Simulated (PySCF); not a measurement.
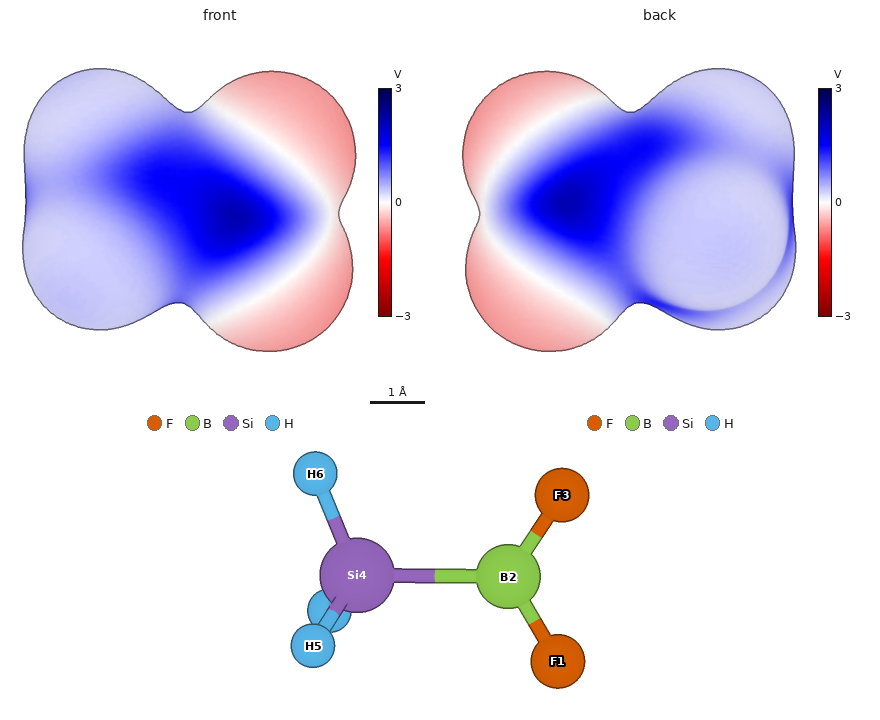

BF₂H₃Si. The electrostatic potential painted on the density surface at 0.002 e/bohr³, seen from the front and from behind; red is negative and blue positive. The bare structure is drawn below in the same view.

Geometry: PBE0-D3(BJ)/def2-SVP.

Method: PySCF, CAM-B3LYP/def2-SVPD, SCF density, gas phase.

```yaml
atoms:
  - { symbol: F, position_ang: [1.6865, -1.3110, 0.3892] }
  - { symbol: B, position_ang: [1.1786, -0.1338, 0.0748] }
  - { symbol: F, position_ang: [2.0448, 0.8367, -0.1427] }
  - { symbol: Si, position_ang: [-0.8366, 0.1150, -0.0647] }
  - { symbol: H, position_ang: [-1.4889, -0.3669, 1.1913] }
  - { symbol: H, position_ang: [-1.2026, 1.5430, -0.2977] }
  - { symbol: H, position_ang: [-1.3474, -0.7139, -1.2010] }
```

Q: Where is the surface potential most negative and most positive?

A: The most negative region (about −0.6 V) lies over F1 and F3, the most positive (about +2.1 V) over B2.

Q: What dipole moment does the calculation give?

A: Its dipole moment is 1.03 D.
